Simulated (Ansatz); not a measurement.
The figure comes from a scan of Ga2O3 (beta-Ga2O3 type, space group C2/m): a phonon pattern at Γ is frozen into a 10-atom cell, Q being the largest atomic displacement. Level of theory: PBE (plane waves to 420 eV, PAW, scalar-relativistic; Ansatz, a quantum-chemistry and plane-wave program). k mesh 11×11×6 (Γ-centred), Fermi-Dirac smearing 0.05 eV. Energies are smeared free energies. Ga2O3 was relaxed with its symmetry unable to fall. ΔE is measured from the undisplaced structure.

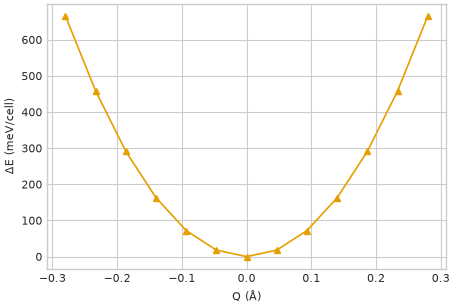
Fig. 1. ΔE (meV/cell) against Q (Å); markers are the computed points, lines only join them.

Q: Read the plotted values off the figure, to the accuracy that the plot allows.

A: To the nearest 10:

| Q (Å) | ΔE (meV/cell) |
|---|---|
| -0.280 | 670 |
| -0.233 | 460 |
| -0.187 | 290 |
| -0.140 | 160 |
| -0.093 | 70 |
| -0.047 | 20 |
| 0.000 | 0 |
| 0.047 | 20 |
| 0.093 | 70 |
| 0.140 | 160 |
| 0.187 | 290 |
| 0.233 | 460 |
| 0.280 | 670 |

(For displaced atoms, the force is minus the slope of the energy, and its curvature is a force constant, which sets phonon frequencies.)
